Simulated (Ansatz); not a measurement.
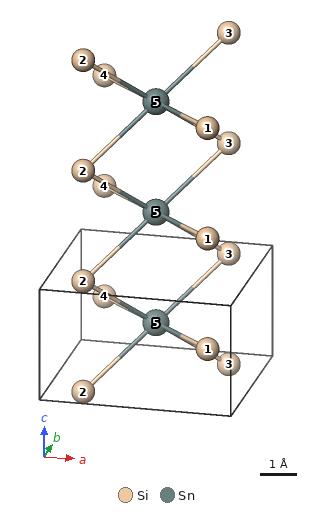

Crystalline Si4Sn (a generated structure, set up in Cmmm), before the relaxation. A ball-and-stick model of the cell of the calculation, repeated 1 × 1 × 3 with one cell outlined, seen from a free direction.

All numbers below come from DFT PBE, scalar-relativistic, plane waves, PAW in Ansatz 0.2.0.

Input
```yaml
crystal:
  lattice:
    - [3.8567779636, -4.0862646363, 0.0]
    - [3.8567779636, 4.0862646363, 0.0]
    - [0.0, 0.0, 3.2885530056]
  atoms:
    - { symbol: Si, position: [0.8441440919, 0.1558559081, 0.5] }
    - { symbol: Si, position: [0.1876051487, 0.1876051487, 0.0] }
    - { symbol: Si, position: [0.8123948513, 0.8123948513, 0.0] }
    - { symbol: Si, position: [0.1558559081, 0.8441440919, 0.5] }
    - { symbol: Sn, position: [0.5, 0.5, 0.5] }
basis:
  ecutwfc: 420
kpoints:
  mp_grid: { grid: [8, 8, 12] }
hamiltonian:
  xc: pbe
scf:
  occupations: { method: gaussian, width: 0.1 }
output:
  forces: true
  stress: true
  eigenvalues: true
  write_density: true
  write_potential: true
  elf: true
  volumetric_format: npy
relax:
  adjacent_minimum: "off"
  f_tol: 0.01
  max_steps: 80
  cell: { stress_tol: 0.05 }
```

Launched with:
```bash
ansatz run input.yaml --threads 1 --pin off --max-ram 2560MiB --backend cpu --events-out ev --progress --plain --runs-dir out
```

**Where does the relaxation end?**

The largest moves relative to the cell, 0.020 Å, are those of Si2 and Si3. Si2 goes along [−1 −1 0]. Sn stays in place. Cell: a = b 5.619 → 5.612 Å (−0.1 %), c 3.289 → 3.294 Å (+0.2 %), γ 93.3° → 94.1°. Volume −0.2 %. Some distances before and after: Si1–Si4 2.547 → 2.582 Å, Si1–Si2 2.534 → 2.526 Å, Si1–Sn5 2.813 → 2.818 Å. The space group stays Cmmm (No. 65). Over 4 accepted moves (5 points after the start) the energy falls by 7.0 meV per cell of the calculation. Largest force component: 0.17 eV/Å at the start, 0.0025 eV/Å at the end. Pressure: −0.25 GPa at the start and 0.00 GPa at the end. The SCF was repeated once at an unchanged geometry on a basis and grid sized afresh for the cell, which shifted the energy by less than 0.05 meV per cell of the calculation at most. The run took 110 s on 1 thread of Intel(R) Xeon(R) Processor @ 2.70GHz, on a shared host, peak memory 0.58 GiB.

Final geometry:

```
CELL_PARAMETERS angstrom
3.82229 -4.10931 0.00000
3.82229 4.10931 0.00000
0.00000 0.00000 3.29434
ATOMIC_POSITIONS crystal
Si 0.84293 0.15707 0.50000
Si 0.18503 0.18503 0.00000
Si 0.81497 0.81497 0.00000
Si 0.15707 0.84293 0.50000
Sn 0.50000 0.50000 0.50000
```

The end point in the same view:

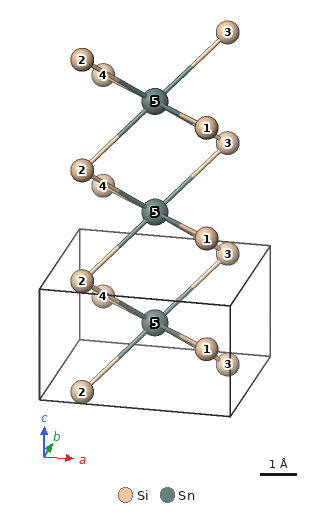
